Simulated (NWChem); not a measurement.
## Run report: SiH3 (charge −1), energy and gradient calculation

System: SiH3, charge −1.
Method: B3LYP/cc-pVDZ, RKS (NWChem 7.3.0).

The geometry comes from this level: PBE0-D4/def2-TZVPD.

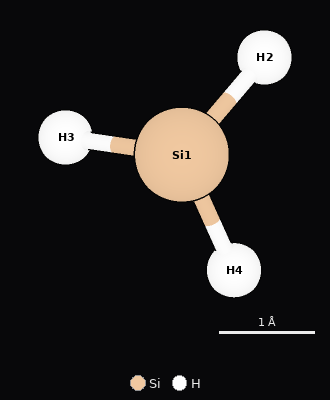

**Figure 1.** The structure (ball-and-stick view, seen at a tilt; atoms are numbered from 1 in the order of the input). Bond lengths as drawn: H–Si 1.55 Å.

Input file
```python
from ase.io import read
from ase.calculators.nwchem import NWChem

system = read('test.xyz')

calc = NWChem(
    label='test',
    theory='dft',
    memory='2200 mb',
    basis='cc-pVDZ',
    basispar='spherical bse',
    charge=-1,
    dft={'xc': 'b3lyp', 'mult': '1', 'grid': 'xfine', 'convergence': 'energy 1e-08', 'iterations': '100', 'mulliken': None},
)
system.calc = calc

forces = system.get_forces()
print("Total energy (eV):", round(system.get_potential_energy(), 6))
print("forces (eV/A):")
for s, f in zip(system.symbols, forces):
    print(f"{s:2s} {f[0]:10.5f} {f[1]:10.5f} {f[2]:10.5f}")
print("dipole (e A):", system.get_dipole_moment().round(4))
```

File test.xyz
```
4

Si     0.539700    -0.050700    -0.300900
H      0.426600     0.622300     1.085900
H     -0.298500    -1.283700     0.106800
H     -0.667800     0.712200    -0.891800
```

File test.nwi
```
title "test"

permanent_dir test

scratch_dir test

start test

geometry units angstrom nocenter noautosym noautoz
  Si 5.3969999999999996e-01 -5.0700000000000002e-02 -3.0090000000000000e-01
  H  4.2659999999999998e-01 6.2229999999999996e-01 1.0859000000000001e+00
  H  -2.9849999999999999e-01 -1.2837000000000001e+00 1.0680000000000001e-01
  H  -6.6779999999999995e-01 7.1220000000000006e-01 -8.9180000000000004e-01
end

charge -1

memory 2200 mb

basis spherical bse noprint
   * library cc-pVDZ
end

dft
  xc b3lyp
  mult 1
  grid xfine
  convergence energy 1e-08
  iterations 100
  mulliken
end

task dft gradient
```

Run on 1 thread of Intel Xeon (Granite Rapids), 16 GiB of memory available, shared host.

Run as:
```bash
export ASE_NWCHEM_COMMAND="nwchem PREFIX.nwi > PREFIX.nwo"
python run.py
```

Log
```
Total energy (eV): -7926.332965
forces (eV/A):
Si    0.39508   -0.03708   -0.22147
H    -0.03857    0.10578    0.22590
H    -0.15005   -0.18779    0.07466
H    -0.20641    0.11914   -0.07904
dipole (e A): [-0.4502  0.0423  0.2511]
```

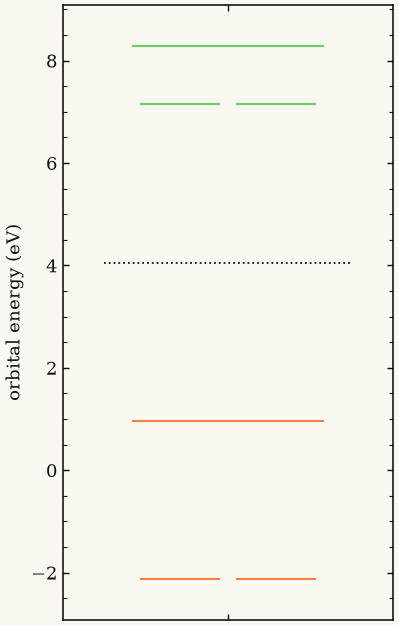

**Figure 2.** Orbital energies near the frontier; the dotted line parts filled from empty levels, and levels within 0.02 eV of each other stand side by side. Highest filled 0.97 eV, lowest empty 7.15 eV, 6.18 eV apart.

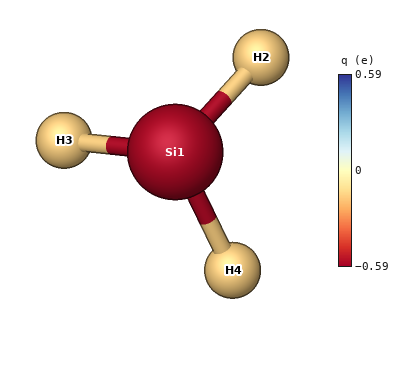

**Figure 3.** Löwdin charges, as the colour of each atom (ball-and-stick view, seen on its broad side; atoms are numbered from 1 in the order of the input). By element: Si −0.56 and H −0.15 e.

Summary

| quantity | value |
| --- | --- |
| outcome | converged |
| total energy | −291.287366 hartree |
| basis functions | 33 |
| largest force | 0.454 eV/Å |
| HOMO | 0.97 eV |
| LUMO | 7.15 eV |
| wall time | 5.7 s |
| peak memory | 0.12 GiB |

Remarks

Further notes kept with the run: grid integrates the density poorly.
